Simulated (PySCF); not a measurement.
Run report: CH$_{8}$OSSi$_{2}$, NMR shielding calculation

CH$_{8}$OSSi$_{2}$, computed with GIAO PBE0/pcSseg-1 NMR shielding, non-relativistic, gas phase (PySCF 2.14.0).

The geometry comes from this level: GFN2-xTB, dihedral held. It belongs to a series of runs on one base structure; here: dihedral 3-2-1-0 = 0 deg. Figures and captions count atoms from 1; the log counts them from 0 in places.

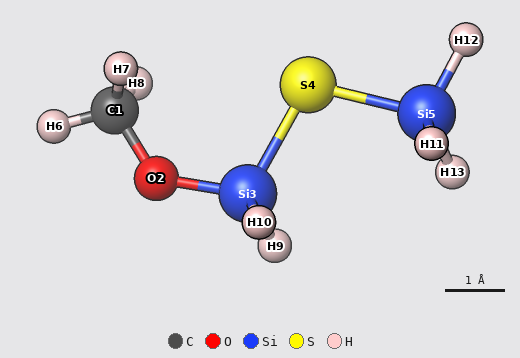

Figure 1. The structure (ball-and-stick view, seen at a tilt; atoms are numbered from 1 in the order of the input). Bond lengths as drawn: C–H 1.09 Å, C–O 1.40 Å, H–Si 1.45 to 1.46 Å, O–Si 1.61 Å and S–Si 2.14 to 2.15 Å.

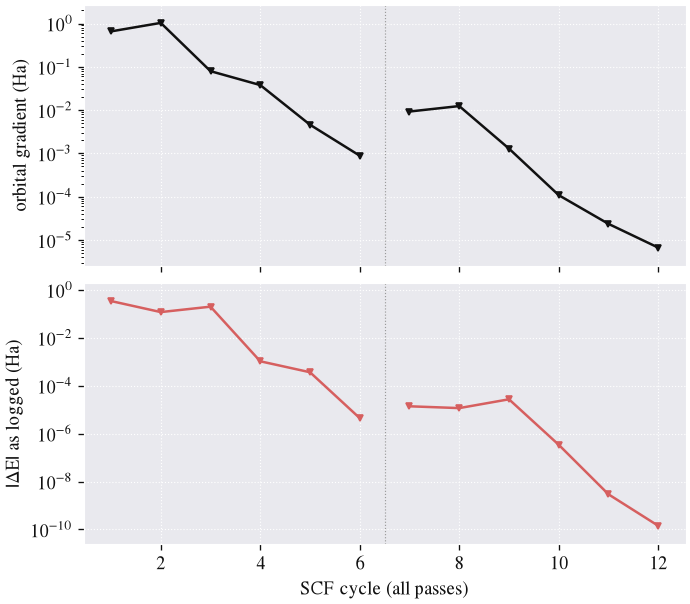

Figure 2. Convergence of the self-consistent field: orbital gradient and size of the energy change against the SCF cycle. The dotted line marks the change from a coarse to the final integration grid. The first 6 cycles use a coarse grid, the final grid takes over at cycle 7, and the field converges after 12 cycles in all.

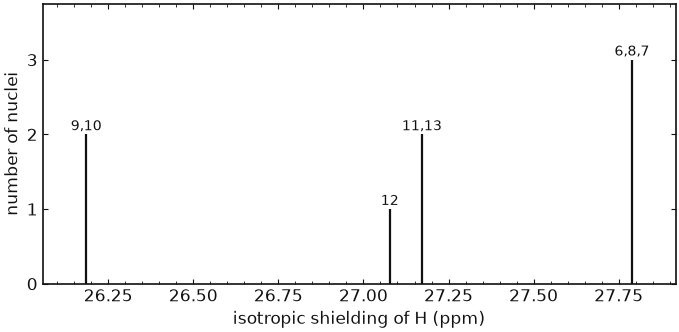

Figure 3. Isotropic shieldings of the hydrogen nuclei in this fixed geometry, labelled by atom number; shielding grows to the right, so chemical shift grows to the left. The least shielded is H9 (26.2 ppm), the most shielded H7 (27.8 ppm).

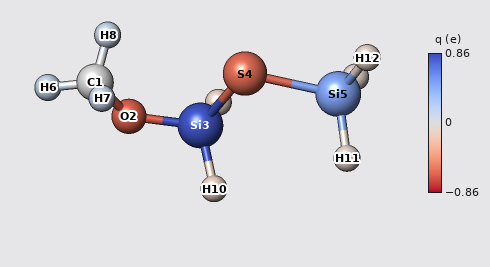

Figure 4. Mulliken charges, as the colour of each atom (ball-and-stick view, seen at a tilt; atoms are numbered from 1 in the order of the input). By element: C 0.00, O −0.64, Si +0.46 to +0.82, S −0.60 and H −0.10 to +0.12 e.

These pictures come from the run below.

## Input
```
{"job": {"kind": "nmr", "xc": "PBE0", "basis": "pcSseg-1", "pop": true}, "charge": 0, "multiplicity": 1}
C     -2.418856    -0.054132    -1.005107
O     -1.821630     0.615377     0.072089
Si    -0.288162     0.713066     0.549492
S      0.926550    -0.436738    -0.804430
Si     2.923726    -0.122865    -0.101990
H     -3.494168     0.113456    -0.940158
H     -2.045020     0.332473    -1.954400
H     -2.208514    -1.123594    -0.959602
H     -0.185890     0.122478     1.875416
H      0.124508     2.106060     0.469675
H      3.230146     1.300000    -0.188773
H      3.715858    -0.927248    -1.015095
H      3.010303    -0.578699     1.280181
```

The first line tells a small driver script what to run in PySCF; the rest is the geometry in Å.

Command:
```bash
OMP_NUM_THREADS=1 python <driver script> task.json out
```

## Log
```
coarse grid: 12008 points
cycle   1  E = -1094.6892868228  dE =  3.426e-01  |g| = 6.576e-01  |ddm| = 3.170e+00
cycle   2  E = -1094.5706892352  dE =  1.186e-01  |g| = 1.033e+00  |ddm| = 1.504e+00
cycle   3  E = -1094.7702804675  dE = -1.996e-01  |g| = 7.935e-02  |ddm| = 1.016e+00
cycle   4  E = -1094.7713270322  dE = -1.047e-03  |g| = 3.789e-02  |ddm| = 1.252e-01
cycle   5  E = -1094.7716921812  dE = -3.651e-04  |g| = 4.601e-03  |ddm| = 5.335e-02
cycle   6  E = -1094.7716966112  dE = -4.430e-06  |g| = 8.868e-04  |ddm| = 6.448e-03
final grid: 100992 points
cycle   7  E = -1094.8118099093  dE = -1.384e-05  |g| = 9.280e-03  |ddm| = 1.816e-02
cycle   8  E = -1094.8117982817  dE =  1.163e-05  |g| = 1.241e-02  |ddm| = 1.340e-02
cycle   9  E = -1094.8118254148  dE = -2.713e-05  |g| = 1.293e-03  |ddm| = 8.092e-03
cycle  10  E = -1094.8118257572  dE = -3.424e-07  |g| = 1.088e-04  |ddm| = 1.196e-03
cycle  11  E = -1094.8118257602  dE = -2.931e-09  |g| = 2.366e-05  |ddm| = 1.543e-04
cycle  12  E = -1094.8118257603  dE = -1.423e-10  |g| = 6.691e-06  |ddm| = 3.826e-05
converged SCF energy = -1094.8118257603

GIAO shielding tensors (ppm)
atom      isotropic    diamagn.    paramagn.     s11        s22        s33       span
  0 C      133.792     243.995    -110.203    108.072    110.370    182.936     74.863
  1 O      342.755     396.388     -53.633    279.167    342.619    406.479    127.312
  2 Si     363.666     880.555    -516.889    332.606    344.631    413.761     81.155
  3 S      816.720    1062.779    -246.059    748.105    831.841    870.213    122.107
  4 Si     414.716     879.850    -465.134    377.141    410.261    456.746     79.605
  5 H       27.764      27.254       0.510     23.379     25.659     34.253     10.873
  6 H       27.802      29.567      -1.765     23.550     26.107     33.749     10.198
  7 H       27.801      30.055      -2.254     23.438     26.299     33.666     10.228
  8 H       26.170      30.690      -4.520     21.904     25.111     31.495      9.591
  9 H       26.201      30.483      -4.282     21.932     25.231     31.438      9.506
 10 H       27.160      28.930      -1.771     23.031     25.278     33.170     10.139
 11 H       27.077      28.714      -1.637     23.223     24.905     33.104      9.881
 12 H       27.184      29.076      -1.891     23.080     25.272     33.201     10.121
```

## Summary

- outcome: converged
- total energy: −1094.811826 hartree
- HOMO: −7.30 eV
- LUMO: 0.01 eV
- dipole moment: 0.50 D
- isotropic shielding, C: 133.8 ppm
- isotropic shielding, O: 342.8 ppm
- isotropic shielding, Si: 363.7 to 414.7 ppm
- isotropic shielding, S: 816.7 ppm
- isotropic shielding, H: 26.2 to 27.8 ppm
- hardware: 1 CPU thread, shared host
- wall time: 15 s
- peak memory: 0.7 GiB
